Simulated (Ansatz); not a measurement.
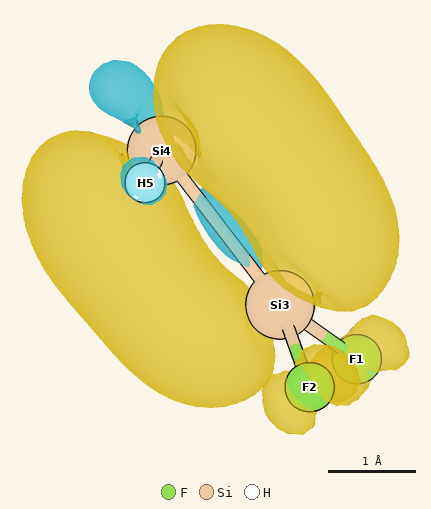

Figure. F₂HSi₂ (SMILES F[Si](F)=[SiH]) (doublet). Isosurfaces of the spin density at +0.015 (yellow) and −0.015 e/Å³ (cyan), seen at an oblique angle.

Geometry: PBE0-D3(BJ)/def2-SVP.

The calculation used isolated molecule in a Gaussian basis; Kohn-Sham density functional theory, functional PBE0 in Ansatz 0.2.0.

```xyz
5

F    -1.3938   -0.5962    2.3965
F     0.0532   -2.6566    2.5289
Si    0.1500   -1.0460    2.5204
Si    1.9545    0.3161    2.6467
H     2.6453   -1.0583    2.7137
```

### Where is the unpaired spin?

The unpaired spin (1 electron) lies mostly on Si4 (about 0.5) and Si3 (about 0.4), in electrons by Hirshfeld's partition.
